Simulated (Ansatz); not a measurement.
# SF4 (sulfur tetrafluoride) at 6 levels

We compute a comparison of 6 runs (PBE-QIDH/6-311+G**, SVWN5/6-311+G**, r2SCAN0/6-311+G**, wB97X/6-311+G**, RPA@PBE/6-311+G**, MP2/6-311+G**) of SF4 (sulfur tetrafluoride). 

Program for the calculation: Ansatz 0.2.0.

37 further runs of the same task are left out: 37 set aside as unsound or not needed.

### Step 1. Starting point

SF4: 5 atoms, total charge 0, spin state singlet. SMILES: `FS(F)(F)F`. One bond was lengthened or shortened from a relaxed shape.

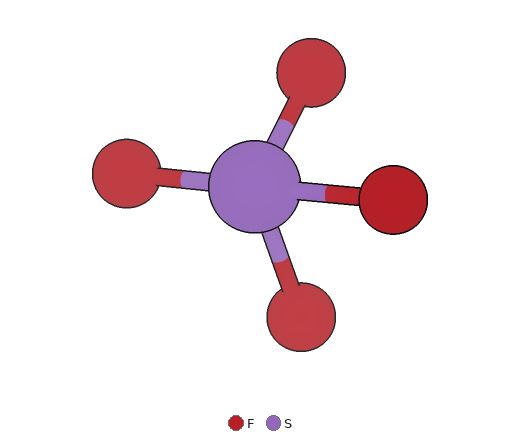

The structure, seen from a chosen angle (fluorine red, sulfur purple).

### Step 2. The energy at PBE-QIDH/6-311+G(d,p) (run 1)

File input.yaml:

```yaml
crystal:
  periodic: [false, false, false]
  atoms:
    - {symbol: F, position_ang: [-0.611700, -0.450345, 1.220825]}
    - {symbol: S, position_ang: [0.013500, -0.579745, -0.194975]}
    - {symbol: F, position_ang: [1.486200, -0.684345, 0.539425]}
    - {symbol: F, position_ang: [-1.490600, -0.299645, -0.810175]}
    - {symbol: F, position_ang: [0.400600, 1.124600, -0.563100]}
basis:
  gaussian:
    orbitals: 6-311+G_st__st_-spherical.json
hamiltonian:
  xc: {name: PBE-QIDH}
correlation:
  frozen_orbitals: {F: 1, S: 5}
accuracy: high
output: {orbitals: {seedname: orbitals}}
```

The basis set 6-311+G** is read from a file made from the Basis Set Exchange's data (not shown).

Launch:

```sh
$ ansatz run input.yaml --threads 1 --pin off --max-ram 3480MiB --events-out events.jsonl --progress --plain --runs-dir runs
```

What it wrote:

```text
Warning: RAYON_NUM_THREADS=1 ignored (pool sized by the plan → 1); use --threads N
Functional definition: PBE-QIDH
  name "PBE-QIDH"
  parameter a = 3^(-1/3)
  parameter c = 1/3
  exchange = (1 - a)*pbe_x + a*exact_x
  correlation = (1 - c)*pbe_c + c*(mp2_os + mp2_ss)
2190 factors; integrals over basis functions are off by at most 1.2e-8 eV
mean field evaluation 1: about -21666.5931 eV, gradient 6.0e1 eV
mean field evaluation 2: about -21666.6729 eV, gradient 6.0e1 eV
mean field evaluation 4: about -21672.7462 eV, gradient 4.2e0 eV
mean field evaluation 8: about -21672.7968 eV, gradient 6.5e-1 eV
mean field evaluation 16: about -21672.7989 eV, gradient 4.2e-4 eV
mean field -21672.79894716 eV, -796.4606709574 hartree, gradient 2.0e-8 eV, S^2 0.000000; 0 other end points of the search recorded, 0 dependent functions left out
9 core orbitals not correlated: weight in the atoms' cores, before any rotation towards them, 1.000 or more for the frozen orbitals, at most 0.000 for the correlated occupied ones
reference -21672.79894901 eV, -796.4606710255 hartree; 17, 17 occupied and 92, 92 virtual orbitals, 2190 factors
second order -31.03505141 eV of doubles, -0.00000000 eV of singles
Total energy: -21683.14396615 eV, -796.8408433932 hartree
```

Run time: 14 s. Hardware: 1 thread of Arm Neoverse V1, shared host; peak memory 0.4 GiB.

### Step 3. The energy at SVWN5/6-311+G(d,p) (run 2)

File molecule.yaml:

```yaml
basis:
  gaussian:
    orbitals: 6-311+G_st__st_-spherical.json
crystal:
  periodic: [false, false, false]
  atoms:
    - symbol: F
      position_ang: [-0.611700, -0.450345, 1.220825]
    - symbol: S
      position_ang: [0.013500, -0.579745, -0.194975]
    - symbol: F
      position_ang: [1.486200, -0.684345, 0.539425]
    - symbol: F
      position_ang: [-1.490600, -0.299645, -0.810175]
    - symbol: F
      position_ang: [0.400600, 1.124600, -0.563100]
total_charge: 0
hamiltonian:
  xc: {name: SVWN5}
accuracy: high
output: {orbitals: {seedname: orbitals}}
```

The basis set 6-311+G** is read from a file made from the Basis Set Exchange's data (not shown).

Launch:

```sh
$ ansatz run molecule.yaml --threads 1 --pin off --max-ram 3480MiB --events-out events.jsonl --progress --plain --runs-dir runs
```

What it wrote:

```text
Warning: RAYON_NUM_THREADS=1 ignored (pool sized by the plan → 1); use --threads N
Functional definition: SVWN5
  name "SVWN5"
  exchange = slater_x
  correlation = vwn5_c
2190 factors; integrals over basis functions are off by at most 1.2e-8 eV
mean field evaluation 1: about -21592.2516 eV, gradient 6.9e1 eV
mean field evaluation 2: about -21549.8182 eV, gradient 1.8e2 eV
mean field evaluation 4: about -21598.7944 eV, gradient 1.7e1 eV
mean field evaluation 8: about -21599.2205 eV, gradient 2.7e-1 eV
mean field evaluation 16: about -21599.2157 eV, gradient 5.5e-4 eV
mean field -21599.21573140 eV, -793.7565376546 hartree, gradient 1.7e-8 eV, S^2 0.000000; 0 other end points of the search recorded, 0 dependent functions left out
reference -21599.21573669 eV, -793.7565378492 hartree; 26, 26 occupied and 92, 92 virtual orbitals, 2190 factors
Total energy: -21599.21573669 eV, -793.7565378492 hartree
```

Wall time 5.4 s (1 thread of Arm Neoverse V1, shared host); peak memory 0.3 GiB.

Runs 3 to 5 aren't shown in full; the table further down has their settings and results.

### Step 4. The energy at MP2/6-311+G(d,p) (run 6)

File run.yaml:

```yaml
crystal:
  periodic: [false, false, false]
  atoms:
    - symbol: F
      position_ang: [-0.611700, -0.450345, 1.220825]
    - symbol: S
      position_ang: [0.013500, -0.579745, -0.194975]
    - symbol: F
      position_ang: [1.486200, -0.684345, 0.539425]
    - symbol: F
      position_ang: [-1.490600, -0.299645, -0.810175]
    - symbol: F
      position_ang: [0.400600, 1.124600, -0.563100]
basis:
  gaussian: {orbitals: 6-311+G_st__st_-spherical.json}
total_charge: 0
correlation: {method: mp2, frozen_orbitals: {F: 1, S: 5}}
accuracy: high
```

The basis set 6-311+G** is read from a file made from the Basis Set Exchange's data (not shown).

Launch:

```sh
$ ansatz run run.yaml --threads 1 --pin off --max-ram 3480MiB --events-out events.jsonl --progress --plain --runs-dir runs
```

What it wrote:

```text
Warning: RAYON_NUM_THREADS=1 ignored (pool sized by the plan → 1); use --threads N
Functional definition: HF
  name "HF"
  exchange = exact_x
  correlation = 0
2190 factors; integrals over basis functions are off by at most 1.2e-8 eV
mean field evaluation 1: about -21633.3385 eV, gradient 5.8e1 eV
mean field evaluation 2: about -21633.4545 eV, gradient 5.8e1 eV
mean field evaluation 4: about -21639.3016 eV, gradient 4.0e0 eV
mean field evaluation 8: about -21639.3865 eV, gradient 7.5e-1 eV
mean field evaluation 16: about -21639.3902 eV, gradient 1.7e-7 eV
mean field -21639.39023011 eV, -795.2329232511 hartree, gradient 1.2e-8 eV, S^2 0.000000; 0 other end points of the search recorded, 0 dependent functions left out
9 core orbitals not correlated: weight in the atoms' cores, before any rotation towards them, 1.000 or more for the frozen orbitals, at most 0.000 for the correlated occupied ones
reference -21639.39023011 eV, -795.2329232511 hartree; 17, 17 occupied and 92, 92 virtual orbitals, 2190 factors
second order -27.47414821 eV of doubles, -0.00000000 eV of singles
Total energy: -21666.86437833 eV, -796.2425795753 hartree
```

Run time: 6.9 s. Hardware: 1 thread of Arm Neoverse V1, shared host; peak memory 0.35 GiB.

### Step 5. Overview of the runs

| run | level | frozen core orbitals | energy (Eh) | HOMO energy (eV) | LUMO energy (eV) | HOMO–LUMO gap (eV) | wall time |
| --- | --- | --- | --- | --- | --- | --- | --- |
| 1 | PBE-QIDH/6-311+G** | 9 | -796.840843 | -13.20 | -1.79 | 11.41 | 14 s |
| 2 | SVWN5/6-311+G** | – | -793.756538 | -9.19 | -5.01 | 4.18 | 5.4 s |
| 3 | r2SCAN0/6-311+G** | – | -797.329886 | -10.84 | -3.81 | 7.03 | 16 s |
| 4 | wB97X/6-311+G** | – | -797.492495 | -13.03 | -1.58 | 11.45 | 30 s |
| 5 | RPA@PBE/6-311+G** | 9 | -796.625871 | – | – | – | 17 s |
| 6 | MP2/6-311+G** | 9 | -796.242580 | – | – | – | 6.9 s |

### Step 6. Outcome

```
                                          quantity          value
                               run 6: total energy  -796.24258 Eh
run 6: correlation energy (9 core orbitals frozen)    -1009.7 mEh
```

What this shows: Over runs 1, 2, 3, 4 the HOMO–LUMO gap runs from 4.18 eV (SVWN5/6-311+G**) to 11.45 eV (wB97X/6-311+G**). Totals of different functionals can't be ranked against each other. All runs together took 89 s, the longest 30 s.
